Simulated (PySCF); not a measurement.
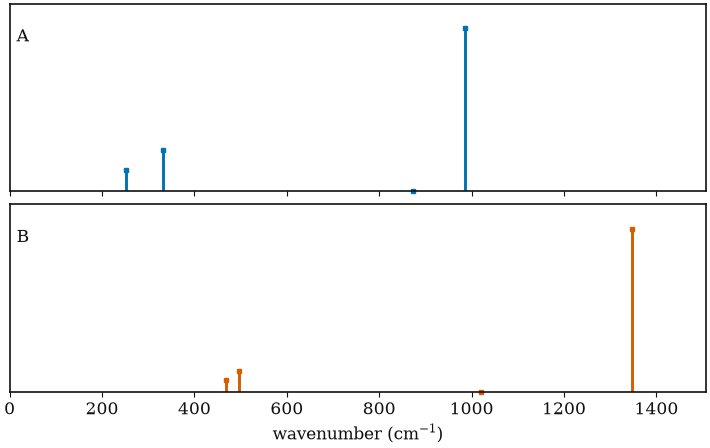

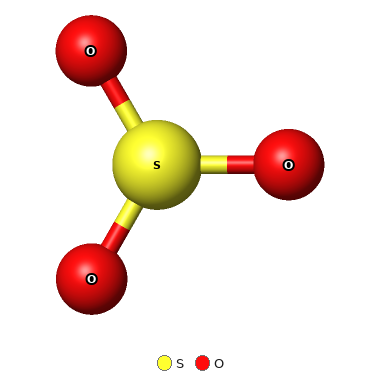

Harmonic infrared lines of SO₃ and SeO₃, all D3h singlets, each the lowest point that its search found (SO₃ is drawn); the central atom changes down one group of the periodic table. PBE/def2-TZVP, PySCF 2.14.0, unscaled, no spin-orbit coupling; each panel is scaled to its strongest line, degenerate modes are one line with their intensities summed, and dots on the axis are modes too weak to show or inactive.

Question: Which panel belongs to which molecule?

Answer: A: SeO₃ (strongest line 986.4 cm⁻¹); B: SO₃ (strongest line 1346.7 cm⁻¹).

Question: How do the bond length and the stretches change along the series?

Answer: Mean bond length: SO₃ 1.444, SeO₃ 1.619 Å, rising down the group. Highest e' mode: SO₃ 1347, SeO₃ 986 cm⁻¹, falling down the group.

Limits of at least one run: no scalar relativity.
